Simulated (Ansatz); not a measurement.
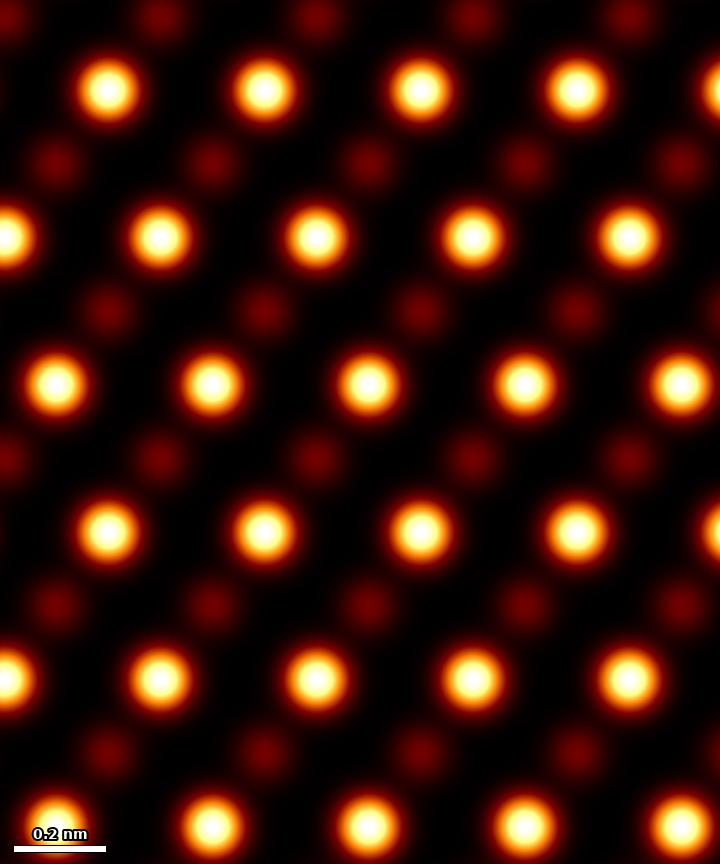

Dark-field STEM-like image of a crystal. Simulation: incoherent imaging, intensity Z^1.8 per atom, probe width 1.03 Å, thin sample. The probe carries 15 % of its weight in a tail 2.5 times as wide.

Q: What two-dimensional lattice does the image show, and how large is its cell?

A: The pattern repeats on a centred rectangular net of 3.9 × 5.6 Å.

Q: Which plane group does this projection have?

A: c2mm: perpendicular mirror lines on a centred net, with further twofold points between them.

Q: How many columns does the smallest repeating cell hold, and how many levels of brightness?

A: 2 columns in the primitive cell of 10.9 Å², with 2 levels of brightness (about 100, 20 % of the brightest, counted from the darkest point).

The crystal is PtSe (Fm-3m, No. 225) seen along [110]. Atomic positions: the input geometry of a calculation; the starting structure was generated, so it need not be a known form of this composition.
